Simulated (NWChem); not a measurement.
**C3H5N2 (SMILES C/N=C\C=[N]) at UPBE-D2/6-31+G(d) (Cartesian functions)**

Aim: the electrostatic solvation energy at fixed shape (COSMO-KS, thf) of C3H5N2 at UPBE-D2/6-31+G* (Cartesian functions), from 2 runs. 

Program for the calculation: NWChem 7.3.0.

2 further runs of the same task are left out: 2 set aside as unsound or not needed.

## 1. The structure to begin with

The species is C3H5N2 (10 atoms), meant as a doublet with charge 0. SMILES: `C/N=C\C=[N]`. The shape is that of a GFN2-xTB optimisation. This is one conformer, not always the lowest.

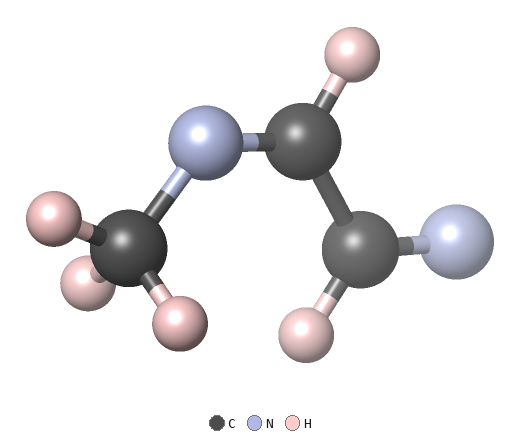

Viewed from a chosen angle; carbon dark grey, nitrogen light blue, hydrogen pink.

## 2. The energy at UPBE-D2/6-31+G(d) (Cartesian functions)

File calc.nw:

```
start calc
memory total 2200 mb
charge 0

geometry units atomic noautosym nocenter noautoz
 C   -1.06521972  -0.29819878   2.54081236
 N    0.11629375   1.69022774   1.15764622
 C    0.91521326   1.55900516  -1.05499630
 C    0.82480876  -0.70823156  -2.77245499
 N    1.66469754  -0.71346610  -4.91839018
 H   -1.47083053   0.41543739   4.42908340
 H    0.16270542  -1.95305085   2.70075878
 H   -2.83967255  -0.87809904   1.65407728
 H    1.77517093   3.22169958  -1.87610120
 H   -0.08314795  -2.33530465  -1.86043537
end

basis
 * library 6-31+G*
end

dft
 xc xpbe96 cpbe96
 mult 2
 disp vdw 2
 grid medium
 iterations 100
end

task dft
```

Started as:

```sh
$ nwchem calc.nw > calc.out
```

The program printed:

```text
[...]
          Wavefunction type:  spin polarized.
          No. of atoms     :    10
          No. of electrons :    37
[...]
          Charge           :     0
          Spin multiplicity:     2
[...]
          AO basis - number of functions:   105
[...]
              XC Information
              --------------
          PerdewBurkeErnzerhof Exchange Functional  1.000
            Perdew 1991 LDA Correlation Functional  1.000 local
           PerdewBurkeErnz. Correlation Functional  1.000 non-local
[...]
 d= 0,ls=0.0,diis     1   -226.3504956083 -3.78D+02  1.19D-02  2.39D-01     2.2
[...]
 d= 0,ls=0.0,diis    12   -226.4603111968 -5.77D-07  5.85D-06  1.22D-07    23.3
[...]
         Total DFT energy =     -226.460311196842
      One electron energy =     -604.715206928457
           Coulomb energy =      258.193779960420
    Exchange-Corr. energy =      -31.549262153055
 Nuclear repulsion energy =      151.615115482778
    Dispersion correction =       -0.004737558528
[...]
      <S2> =      0.7559 (Exact =     0.7500)
[...]
```

Wall time 24 s (1 thread of Intel Xeon 6975P-C (Granite Rapids), shared host); peak memory 0.11 GiB.

## 3. The energy at UPBE-D2/6-31+G(d) (Cartesian functions, COSMO-KS thf)

File c3h5n2.nw:

```
START c3h5n2
memory 2200 mb
charge 0
GEOMETRY noautosym nocenter noautoz
   C    -0.563690   -0.157800    1.344540
   N     0.061540    0.894430    0.612600
   C     0.484310    0.824990   -0.558280
   C     0.436470   -0.374780   -1.467120
   N     0.880920   -0.377550   -2.602700
   H    -0.778330    0.219840    2.343770
   H     0.086100   -1.033510    1.429180
   H    -1.502690   -0.464670    0.875300
   H     0.939380    1.704850   -0.992790
   H    -0.044000   -1.235790   -0.984500
END
BASIS
   * library 6-31+G*
END
COSMO
   dielec 7.4257
   do_cosmo_ks true
END
DFT
   xc xpbe96 cpbe96
   mult 2
   disp vdw 2
   grid medium
   iterations 100
   noprint "final vectors analysis"
END
TASK dft
```

Started as:

```sh
$ nwchem c3h5n2.nw > c3h5n2.out
```

The program printed:

```text
[...]
          Wavefunction type:  spin polarized.
          No. of atoms     :    10
          No. of electrons :    37
[...]
          Charge           :     0
          Spin multiplicity:     2
[...]
          AO basis - number of functions:   105
[...]
              XC Information
              --------------
          PerdewBurkeErnzerhof Exchange Functional  1.000
            Perdew 1991 LDA Correlation Functional  1.000 local
           PerdewBurkeErnz. Correlation Functional  1.000 non-local
[...]
 d= 0,ls=0.0,diis     1   -226.3504956018 -3.78D+02  1.19D-02  2.39D-01     2.4
[...]
 d= 0,ls=0.0,diis     8   -226.4691806552 -4.72D-08  9.39D-07  8.56D-09    40.7
[...]
         Total DFT energy =     -226.469180655243
      One electron energy =     -604.617055695471
           Coulomb energy =      258.179306041543
    Exchange-Corr. energy =      -31.548212685160
 Nuclear repulsion energy =      151.615126356616
    Dispersion correction =       -0.004737558470
[...]
      <S2> =      0.7556 (Exact =     0.7500)
[...]
```

Wall time 41 s (1 thread of Intel Xeon 6975P-C (Granite Rapids), shared host); peak memory 0.12 GiB.

## 4. What came out

Level: UPBE-D2/6-31+G* (Cartesian functions).

```
                                         quantity          value
                          gas phase: total energy  -226.46031 Eh
                         gas phase: dipole moment         2.95 D
    gas phase: HOMO energy (highest over α and β)       -5.47 eV
     gas phase: LUMO energy (lowest over α and β)       -3.98 eV
                     gas phase: dispersion energy  -12.44 kJ/mol
                                  gas phase: ⟨S²⟩          0.756
                      COSMO-KS, thf: total energy  -226.46918 Eh
                     COSMO-KS, thf: dipole moment         3.77 D
COSMO-KS, thf: HOMO energy (highest over α and β)       -5.53 eV
 COSMO-KS, thf: LUMO energy (lowest over α and β)       -4.10 eV
                 COSMO-KS, thf: dispersion energy  -12.44 kJ/mol
        COSMO-KS, thf: solvent term in the energy   -23.3 kJ/mol
                              COSMO-KS, thf: ⟨S²⟩          0.756
 energy change from gas to solvent at fixed shape      -0.241 eV
```

**Reading.** The solvent model (COSMO-KS, thf) lowers the energy by 0.24 eV (−5.6 kcal/mol) at the same shape. It holds the electrostatic part alone, without cavity or dispersion terms.
